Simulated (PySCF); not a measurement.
**Hg: excitation energy in x2c-TZVPPall plus 1 even-tempered diffuse shell per l**

Aim: the excitation energy of mercury from differences of total energies, at each level of theory, and how far each lands from the tabulated value where there is one.

Program: PySCF 2.14.0. Level of theory: unrestricted determinants in a Gaussian basis, no spin-orbit coupling in the energies. These are calculated values, not measurements, unless marked.

## (1) The system

```
Element                                   : mercury (Z = 80)
Basis                                     : x2c-TZVPPall with one added diffuse shell each of s, p, d, f type (12s8p8d4f1g, 113 functions)
Hamiltonian                               : the spin-free X2C one-electron Hamiltonian (Gaussian nucleus)
State 1                                   : Hg: [Xe] 4f14 5d10 6s1 6p1, high-spin 3P determinant (an excited configuration)
Needed too, but not shown                 : Hg [Xe] 4f14 5d10 6s2 (1S)
Methods                                   : UHF, LDA, PBE, PBE0, r2SCAN, BP86, M06, TPSSh, MP2
Core shells frozen in the correlated runs : valence: [Xe] 4f14; valence and next inner shell: [Kr] 4d10 4f14 (for Hg)
```

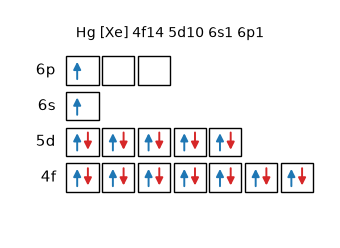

Occupation of the outer shells (arrows by Hund's rule).

One driver process ran all states and methods and kept the integrals in memory. Each run is shown as a PySCF script that sums up its settings (the driver passes frozen orbitals as a list and adds second-order terms of double hybrids); the logs are those of the runs themselves. The driver starts from symmetry-adapted Hartree-Fock orbitals, holds the occupation by maximum overlap and uses a logarithmic radial grid for functionals, so a plain start would take other cycles.

The driver's launch:

```sh
$ OMP_NUM_THREADS=1 python atomrun2.py TASK.json OUT
```

The integrals over 113 functions and the set-up took 15 s of CPU time.

## (2) Hg [Xe] 4f14 5d10 6s1 6p1

#### UHF

input.py reads:

```python
from pyscf import gto, scf, dft, mp, cc
import basis_set_exchange as bse
mol = gto.M(atom="Hg 0 0 0", charge=0, spin=2, symmetry="D2h",
            basis=gto.basis.parse(bse.get_basis("x2c-TZVPPall", elements=["Hg"], fmt="nwchem", header=False, augment_diffuse=1)),
            nucmod="G")
mf = scf.UHF(mol).sfx2c1e()
mf.irrep_nelec = {'Ag': (12, 11), 'B1g': (3, 3), 'B2g': (3, 3), 'B3g': (3, 3), 'Au': (1, 1), 'B1u': (6, 6), 'B2u': (7, 6), 'B3u': (6, 6)}
mf.kernel()
```

What it wrote:

```text
damping factor = 0
level_shift factor = 0
DIIS = <class 'pyscf.scf.diis.CDIIS'>
diis_start_cycle = 1
diis_space = 10
diis_damp = 0
SCF conv_tol = 1e-09
SCF conv_tol_grad = None
number electrons alpha = 41  beta = 39
cycle= 1 E= -19619.7715904699  delta_E= -0.00176  |g|= 0.0137  |ddm|= 0.0752
cycle= 2 E= -19619.771929009  delta_E= -0.000339  |g|= 0.00718  |ddm|= 0.0332
cycle= 3 E= -19619.7720796804  delta_E= -0.000151  |g|= 0.00293  |ddm|= 0.0326
cycle= 4 E= -19619.7721036464  delta_E= -2.4e-05  |g|= 0.00164  |ddm|= 0.0132
cycle= 5 E= -19619.7721091357  delta_E= -5.49e-06  |g|= 0.000601  |ddm|= 0.00757
cycle= 6 E= -19619.7721096249  delta_E= -4.89e-07  |g|= 7.05e-05  |ddm|= 0.00288
cycle= 7 E= -19619.7721096322  delta_E= -7.25e-09  |g|= 2.27e-05  |ddm|= 0.000266
cycle= 8 E= -19619.772109633  delta_E= -8.59e-10  |g|= 6.48e-06  |ddm|= 8.35e-05
converged SCF energy = -19619.772109633  <S^2> = 2.005305  2S+1 = 3.0035346
```

It used 9.1 s of CPU time after the integrals (shared host).

The occupied shells:

| shell | electrons | mean orbital energy (eV) | spread (eV) | rms radius (bohr) |
| --- | --- | --- | --- | --- |
| 1s α | 1 | -83560.9 | 0 | 0.0187 |
| 1s β | 1 | -83560.8 | 0 | 0.0187 |
| 2s α | 1 | -14963.9 | 0 | 0.0755 |
| 2s β | 1 | -14963.8 | 0 | 0.0755 |
| 2p β | 3 | -12960.2 | 0.027 | 0.0694 |
| 2p α | 3 | -12960.2 | 0.005 | 0.0694 |
| 3s α | 1 | -3622.7 | 0 | 0.193 |
| 3s β | 1 | -3622.7 | 0 | 0.193 |
| 3p α | 3 | -3032.0 | 0.038 | 0.195 |
| 3p β | 3 | -3032.0 | 0.067 | 0.195 |
| 3d β | 5 | -2380.4 | 0.059 | 0.179 |
| 3d α | 5 | -2380.4 | 0.061 | 0.179 |
| 4s α | 1 | -835.88 | 0 | 0.424 |
| 4s β | 1 | -835.77 | 0 | 0.424 |
| 4p α | 3 | -638.04 | 0.063 | 0.452 |
| 4p β | 3 | -638.00 | 0.112 | 0.452 |
| 4d β | 5 | -392.81 | 0.115 | 0.481 |
| 4d α | 5 | -392.81 | 0.114 | 0.481 |
| 5s α | 1 | -140.80 | 0 | 0.971 |
| 5s β | 1 | -140.60 | 0 | 0.971 |
| 4f α | 7 | -121.63 | 0.128 | 0.527 |
| 4f β | 7 | -121.62 | 0.134 | 0.527 |
| 5p β | 3 | -85.000 | 0.214 | 1.11 |
| 5p α | 3 | -84.973 | 0.040 | 1.11 |
| 5d α | 5 | -18.563 | 0.158 | 1.59 |
| 5d β | 5 | -18.226 | 0.383 | 1.59 |
| 6s α | 1 | -11.749 | 0 | 2.99 |
| 6p α | 1 | -5.050 | 0 | 4.31 |

⟨S²⟩ = 2.005, ⟨L²⟩ = 2.04.

Spin-orbit constants on these orbitals (cm⁻¹; bare nucleus, screened nucleus, mean field): 6p 3810, 3714, n/a. To first order in LS coupling the lowest level has J = 0 and lies 0.461 eV below the centre of the term.

Spin-orbit coupling, absent here, splits the open shell strongly.

#### LDA

input.py differs from the last one in:

```diff
@@ -5,3 +5,3 @@
             nucmod="G")
-mf = scf.UHF(mol).sfx2c1e()
+mf = dft.UKS(mol, xc="LDA,VWN").sfx2c1e()
 mf.irrep_nelec = {'Ag': (12, 11), 'B1g': (3, 3), 'B2g': (3, 3), 'B3g': (3, 3), 'Au': (1, 1), 'B1u': (6, 6), 'B2u': (7, 6), 'B3u': (6, 6)}
```

What it wrote:

```text
damping factor = 0
level_shift factor = 0
DIIS = <class 'pyscf.scf.diis.CDIIS'>
diis_start_cycle = 1
diis_space = 10
diis_damp = 0
SCF conv_tol = 1e-09
SCF conv_tol_grad = None
number electrons alpha = 41  beta = 39
XC functionals = LDA,VWN
    P. A. M. Dirac.,  Math. Proc. Cambridge Philos. Soc. 26, 376 (1930)
    F. Bloch.,  Z. Phys. 57, 545 (1929)
    S. H. Vosko, L. Wilk, and M. Nusair.,  Can. J. Phys. 58, 1200 (1980)
cycle= 1 E= -19613.6428242733  delta_E= -0.0386  |g|= 0.31  |ddm|= 0.66
cycle= 2 E= -19613.6340483964  delta_E= 0.00878  |g|= 0.381  |ddm|= 0.333
cycle= 3 E= -19613.6502012752  delta_E= -0.0162  |g|= 0.0367  |ddm|= 0.232
cycle= 4 E= -19613.6504815821  delta_E= -0.00028  |g|= 0.00274  |ddm|= 0.0325
cycle= 5 E= -19613.6504840762  delta_E= -2.49e-06  |g|= 0.000227  |ddm|= 0.00375
cycle= 6 E= -19613.6504840947  delta_E= -1.85e-08  |g|= 2.21e-05  |ddm|= 0.000389
cycle= 7 E= -19613.6504840948  delta_E= -1.46e-10  |g|= 2.45e-06  |ddm|= 4.65e-05
converged SCF energy = -19613.6504840948  <S^2> = 2.001359  2S+1 = 3.0009058
```

CPU time 5.7 s on a shared host, the integrals not counted.

#### PBE

input.py differs from the last one in:

```diff
@@ -5,3 +5,3 @@
             nucmod="G")
-mf = dft.UKS(mol, xc="LDA,VWN").sfx2c1e()
+mf = dft.UKS(mol, xc="PBE").sfx2c1e()
 mf.irrep_nelec = {'Ag': (12, 11), 'B1g': (3, 3), 'B2g': (3, 3), 'B3g': (3, 3), 'Au': (1, 1), 'B1u': (6, 6), 'B2u': (7, 6), 'B3u': (6, 6)}
```

What it wrote:

```text
damping factor = 0
level_shift factor = 0
DIIS = <class 'pyscf.scf.diis.CDIIS'>
diis_start_cycle = 1
diis_space = 10
diis_damp = 0
SCF conv_tol = 1e-09
SCF conv_tol_grad = None
number electrons alpha = 41  beta = 39
XC functionals = PBE
    J. P. Perdew, K. Burke, and M. Ernzerhof.,  Phys. Rev. Lett. 77, 3865 (1996)
    J. P. Perdew, K. Burke, and M. Ernzerhof.,  Phys. Rev. Lett. 78, 1396 (1997)
    J. P. Perdew, K. Burke, and M. Ernzerhof.,  Phys. Rev. Lett. 77, 3865 (1996)
    J. P. Perdew, K. Burke, and M. Ernzerhof.,  Phys. Rev. Lett. 78, 1396 (1997)
cycle= 1 E= -19625.6051949247  delta_E= -0.0323  |g|= 0.275  |ddm|= 0.597
cycle= 2 E= -19625.5981203706  delta_E= 0.00707  |g|= 0.342  |ddm|= 0.311
cycle= 3 E= -19625.6113233226  delta_E= -0.0132  |g|= 0.0293  |ddm|= 0.21
cycle= 4 E= -19625.6115098278  delta_E= -0.000187  |g|= 0.00183  |ddm|= 0.0269
cycle= 5 E= -19625.6115110178  delta_E= -1.19e-06  |g|= 0.000206  |ddm|= 0.00285
cycle= 6 E= -19625.6115110325  delta_E= -1.48e-08  |g|= 2.38e-05  |ddm|= 0.000314
cycle= 7 E= -19625.6115110327  delta_E= -1.93e-10  |g|= 2.63e-06  |ddm|= 5.45e-05
converged SCF energy = -19625.6115110327  <S^2> = 2.00183  2S+1 = 3.0012198
```

CPU time 10 s on a shared host, the integrals not counted.

#### PBE0

input.py differs from the last one in:

```diff
@@ -5,3 +5,3 @@
             nucmod="G")
-mf = dft.UKS(mol, xc="PBE").sfx2c1e()
+mf = dft.UKS(mol, xc="PBE0").sfx2c1e()
 mf.irrep_nelec = {'Ag': (12, 11), 'B1g': (3, 3), 'B2g': (3, 3), 'B3g': (3, 3), 'Au': (1, 1), 'B1u': (6, 6), 'B2u': (7, 6), 'B3u': (6, 6)}
```

What it wrote:

```text
damping factor = 0
level_shift factor = 0
DIIS = <class 'pyscf.scf.diis.CDIIS'>
diis_start_cycle = 1
diis_space = 10
diis_damp = 0
SCF conv_tol = 1e-09
SCF conv_tol_grad = None
number electrons alpha = 41  beta = 39
XC functionals = PBE0
    C. Adamo and V. Barone.,  J. Chem. Phys. 110, 6158 (1999)
    M. Ernzerhof and G. E. Scuseria.,  J. Chem. Phys. 110, 5029 (1999)
cycle= 1 E= -19625.3575906194  delta_E= -0.0198  |g|= 0.162  |ddm|= 0.432
cycle= 2 E= -19625.3570619133  delta_E= 0.000529  |g|= 0.159  |ddm|= 0.176
cycle= 3 E= -19625.3594243163  delta_E= -0.00236  |g|= 0.0166  |ddm|= 0.0838
cycle= 4 E= -19625.3594809998  delta_E= -5.67e-05  |g|= 0.00123  |ddm|= 0.0167
cycle= 5 E= -19625.3594843955  delta_E= -3.4e-06  |g|= 0.000433  |ddm|= 0.00597
cycle= 6 E= -19625.3594847325  delta_E= -3.37e-07  |g|= 7.39e-05  |ddm|= 0.00231
cycle= 7 E= -19625.3594847368  delta_E= -4.33e-09  |g|= 8.05e-06  |ddm|= 0.000302
cycle= 8 E= -19625.3594847369  delta_E= -2.55e-11  |g|= 7.19e-07  |ddm|= 3.93e-05
converged SCF energy = -19625.3594847369  <S^2> = 2.0022782  2S+1 = 3.0015184
```

It used 13 s of CPU time after the integrals (shared host).

#### r2SCAN

input.py differs from the last one in:

```diff
@@ -5,3 +5,3 @@
             nucmod="G")
-mf = dft.UKS(mol, xc="PBE0").sfx2c1e()
+mf = dft.UKS(mol, xc="R2SCAN").sfx2c1e()
 mf.irrep_nelec = {'Ag': (12, 11), 'B1g': (3, 3), 'B2g': (3, 3), 'B3g': (3, 3), 'Au': (1, 1), 'B1u': (6, 6), 'B2u': (7, 6), 'B3u': (6, 6)}
```

What it wrote:

```text
damping factor = 0
level_shift factor = 0
DIIS = <class 'pyscf.scf.diis.CDIIS'>
diis_start_cycle = 1
diis_space = 10
diis_damp = 0
SCF conv_tol = 1e-09
SCF conv_tol_grad = None
number electrons alpha = 41  beta = 39
XC functionals = R2SCAN
    J. W. Furness, A. D. Kaplan, J. Ning, J. P. Perdew, and J. Sun.,  J. Phys. Chem. Lett. 11, 8208-8215 (2020)
    J. W. Furness, A. D. Kaplan, J. Ning, J. P. Perdew, and J. Sun.,  J. Phys. Chem. Lett. 11, 9248-9248 (2020)
    J. W. Furness, A. D. Kaplan, J. Ning, J. P. Perdew, and J. Sun.,  J. Phys. Chem. Lett. 11, 8208-8215 (2020)
    J. W. Furness, A. D. Kaplan, J. Ning, J. P. Perdew, and J. Sun.,  J. Phys. Chem. Lett. 11, 9248-9248 (2020)
cycle= 1 E= -19625.6221745952  delta_E= -0.024  |g|= 0.213  |ddm|= 0.527
cycle= 2 E= -19625.6201660527  delta_E= 0.00201  |g|= 0.227  |ddm|= 0.203
cycle= 3 E= -19625.6250361777  delta_E= -0.00487  |g|= 0.0275  |ddm|= 0.127
cycle= 4 E= -19625.6251945718  delta_E= -0.000158  |g|= 0.000896  |ddm|= 0.0247
cycle= 5 E= -19625.6251952726  delta_E= -7.01e-07  |g|= 0.000363  |ddm|= 0.00302
cycle= 6 E= -19625.6251953269  delta_E= -5.43e-08  |g|= 2.5e-05  |ddm|= 0.000801
cycle= 7 E= -19625.6251953272  delta_E= -2.62e-10  |g|= 8.05e-06  |ddm|= 6.43e-05
converged SCF energy = -19625.6251953272  <S^2> = 2.0045263  2S+1 = 3.003016
```

CPU time 22 s on a shared host, the integrals not counted.

#### BP86

input.py differs from the last one in:

```diff
@@ -5,3 +5,3 @@
             nucmod="G")
-mf = dft.UKS(mol, xc="R2SCAN").sfx2c1e()
+mf = dft.UKS(mol, xc="B88,P86").sfx2c1e()
 mf.irrep_nelec = {'Ag': (12, 11), 'B1g': (3, 3), 'B2g': (3, 3), 'B3g': (3, 3), 'Au': (1, 1), 'B1u': (6, 6), 'B2u': (7, 6), 'B3u': (6, 6)}
```

What it wrote:

```text
damping factor = 0
level_shift factor = 0
DIIS = <class 'pyscf.scf.diis.CDIIS'>
diis_start_cycle = 1
diis_space = 10
diis_damp = 0
SCF conv_tol = 1e-09
SCF conv_tol_grad = None
number electrons alpha = 41  beta = 39
XC functionals = B88,P86
    A. D. Becke.,  Phys. Rev. A 38, 3098 (1988)
    J. P. Perdew.,  Phys. Rev. B 33, 8822 (1986)
cycle= 1 E= -19627.8968470138  delta_E= -0.0336  |g|= 0.27  |ddm|= 0.62
cycle= 2 E= -19627.8896746072  delta_E= 0.00717  |g|= 0.341  |ddm|= 0.312
cycle= 3 E= -19627.9029673012  delta_E= -0.0133  |g|= 0.0274  |ddm|= 0.207
cycle= 4 E= -19627.9031278418  delta_E= -0.000161  |g|= 0.00177  |ddm|= 0.0245
cycle= 5 E= -19627.9031289447  delta_E= -1.1e-06  |g|= 0.000216  |ddm|= 0.00261
cycle= 6 E= -19627.9031289604  delta_E= -1.57e-08  |g|= 2.36e-05  |ddm|= 0.000333
cycle= 7 E= -19627.9031289606  delta_E= -2.04e-10  |g|= 2.69e-06  |ddm|= 5.94e-05
converged SCF energy = -19627.9031289606  <S^2> = 2.0018253  2S+1 = 3.0012166
```

CPU time 10 s on a shared host, the integrals not counted.

#### M06

input.py differs from the last one in:

```diff
@@ -5,3 +5,3 @@
             nucmod="G")
-mf = dft.UKS(mol, xc="B88,P86").sfx2c1e()
+mf = dft.UKS(mol, xc="M06").sfx2c1e()
 mf.irrep_nelec = {'Ag': (12, 11), 'B1g': (3, 3), 'B2g': (3, 3), 'B3g': (3, 3), 'Au': (1, 1), 'B1u': (6, 6), 'B2u': (7, 6), 'B3u': (6, 6)}
```

What it wrote:

```text
damping factor = 0
level_shift factor = 0
DIIS = <class 'pyscf.scf.diis.CDIIS'>
diis_start_cycle = 1
diis_space = 10
diis_damp = 0
SCF conv_tol = 1e-09
SCF conv_tol_grad = None
number electrons alpha = 41  beta = 39
XC functionals = M06
    Y. Zhao and D. G. Truhlar.,  Theor. Chem. Acc. 120, 215 (2008)
    Y. Zhao and D. G. Truhlar.,  Theor. Chem. Acc. 120, 215 (2008)
cycle= 1 E= -19625.8311391328  delta_E= -0.0142  |g|= 0.128  |ddm|= 0.376
cycle= 2 E= -19625.8307286473  delta_E= 0.00041  |g|= 0.135  |ddm|= 0.165
cycle= 3 E= -19625.8327486521  delta_E= -0.00202  |g|= 0.0108  |ddm|= 0.0741
cycle= 4 E= -19625.8327746594  delta_E= -2.6e-05  |g|= 0.00147  |ddm|= 0.012
cycle= 5 E= -19625.832776629  delta_E= -1.97e-06  |g|= 0.000322  |ddm|= 0.00359
cycle= 6 E= -19625.8327767656  delta_E= -1.37e-07  |g|= 8.43e-05  |ddm|= 0.00123
cycle= 7 E= -19625.8327767746  delta_E= -8.98e-09  |g|= 1.17e-05  |ddm|= 0.000359
cycle= 8 E= -19625.8327767748  delta_E= -2.58e-10  |g|= 1.28e-06  |ddm|= 6.81e-05
converged SCF energy = -19625.8327767748  <S^2> = 2.00027  2S+1 = 3.00018
```

CPU time 26 s on a shared host, the integrals not counted.

#### TPSSh

input.py differs from the last one in:

```diff
@@ -5,3 +5,3 @@
             nucmod="G")
-mf = dft.UKS(mol, xc="M06").sfx2c1e()
+mf = dft.UKS(mol, xc="TPSSH").sfx2c1e()
 mf.irrep_nelec = {'Ag': (12, 11), 'B1g': (3, 3), 'B2g': (3, 3), 'B3g': (3, 3), 'Au': (1, 1), 'B1u': (6, 6), 'B2u': (7, 6), 'B3u': (6, 6)}
```

What it wrote:

```text
damping factor = 0
level_shift factor = 0
DIIS = <class 'pyscf.scf.diis.CDIIS'>
diis_start_cycle = 1
diis_space = 10
diis_damp = 0
SCF conv_tol = 1e-09
SCF conv_tol_grad = None
number electrons alpha = 41  beta = 39
XC functionals = TPSSH
    V. N. Staroverov, G. E. Scuseria, J. Tao, and J. P. Perdew.,  J. Chem. Phys. 119, 12129 (2003)
cycle= 1 E= -19624.8475864791  delta_E= -0.0216  |g|= 0.242  |ddm|= 0.477
cycle= 2 E= -19624.8446981058  delta_E= 0.00289  |g|= 0.264  |ddm|= 0.249
cycle= 3 E= -19624.8516835747  delta_E= -0.00699  |g|= 0.0262  |ddm|= 0.149
cycle= 4 E= -19624.8518268771  delta_E= -0.000143  |g|= 0.000943  |ddm|= 0.0234
cycle= 5 E= -19624.8518277718  delta_E= -8.95e-07  |g|= 0.000353  |ddm|= 0.00316
cycle= 6 E= -19624.8518278473  delta_E= -7.54e-08  |g|= 2.85e-05  |ddm|= 0.000989
cycle= 7 E= -19624.8518278478  delta_E= -5.31e-10  |g|= 6.97e-06  |ddm|= 0.0001
converged SCF energy = -19624.8518278478  <S^2> = 2.0024981  2S+1 = 3.0016649
```

It used 23 s of CPU time after the integrals (shared host).

#### MP2 (valence)

input.py differs from the last one in:

```diff
@@ -5,4 +5,5 @@
             nucmod="G")
-mf = dft.UKS(mol, xc="TPSSH").sfx2c1e()
+mf = scf.UHF(mol).sfx2c1e()
 mf.irrep_nelec = {'Ag': (12, 11), 'B1g': (3, 3), 'B2g': (3, 3), 'B3g': (3, 3), 'Au': (1, 1), 'B1u': (6, 6), 'B2u': (7, 6), 'B3u': (6, 6)}
 mf.kernel()
+mp.UMP2(mf, frozen=34).kernel()
```

No log was kept for this step.

It used 2 s of CPU time after the integrals (shared host).

With 12 electrons correlated, the MP2 correlation energy is -0.36603 hartree (-0.13265 same spin, -0.23338 opposite spin); the SCS form gives -0.32428. Largest pairs of shells: 5d-5d -0.3035, 5d-6s -0.0428, 5d-6p -0.0177, 6s-6p -0.0021, 6s-6s 0.0000.

## (3) Hg [Xe] 4f14 5d10 6s1 6p1, continued

#### MP2 (valence and next inner shell)

Changes to input.py since step 2:

```diff
@@ -8,2 +8,2 @@
 mf.kernel()
-mp.UMP2(mf, frozen=34).kernel()
+mp.UMP2(mf, frozen=30).kernel()
```

The driver printed no log here.

CPU time 2.6 s on a shared host, the integrals not counted.

With 20 electrons correlated, the MP2 correlation energy is -0.58869 hartree (-0.20344 same spin, -0.38525 opposite spin); the SCS form gives -0.53011. Largest pairs of shells: 5d-5d -0.3035, 5p-5d -0.1377, 5d-6s -0.0428, 5p-5p -0.0342, 5s-5d -0.0246.

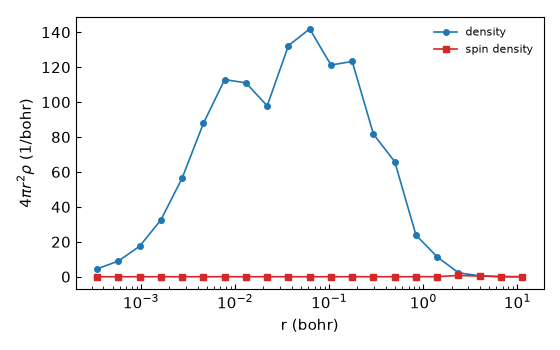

Radial density 4πr²ρ of Hg at UHF, without picture-change correction, at 21 stored radii joined by straight lines.

## (4) Differences of total energies

Excitation energy: Hg [Xe] 4f14 5d10 6s2 (1S) → Hg [Xe] 4f14 5d10 6s1 6p1 (3P).

| method | value (eV) |
| --- | --- |
| UHF | 3.674 |
| LDA | 5.574 |
| PBE | 5.314 |
| PBE0 | 5.006 |
| r2SCAN | 5.140 |
| BP86 | 5.394 |
| M06 | 5.469 |
| TPSSh | 5.107 |
| MP2 (valence) | 5.290 |
| SCS-MP2 (valence) | 5.334 |
| MP2 (valence and next inner shell) | 5.408 |
| SCS-MP2 (valence and next inner shell) | 5.407 |

A first-order spin-orbit estimate (lowest level to lowest level, LS coupling) adds -0.461 eV.

The differences also use runs on Hg [Xe] 4f14 5d10 6s2 (1S), which are not shown here.

## (5) What came out

| quantity | value |
| --- | --- |
| excitation energy, Hg → [Xe] 4f14 5d10 6s1 6p1 | UHF 3.674, MP2 (valence and next inner shell) 5.408 eV |

What this shows: The methods span 1.901 eV, from UHF (3.674) to LDA (5.574). No reference value is at hand in this session. The basis is finite, and no extrapolation was made.
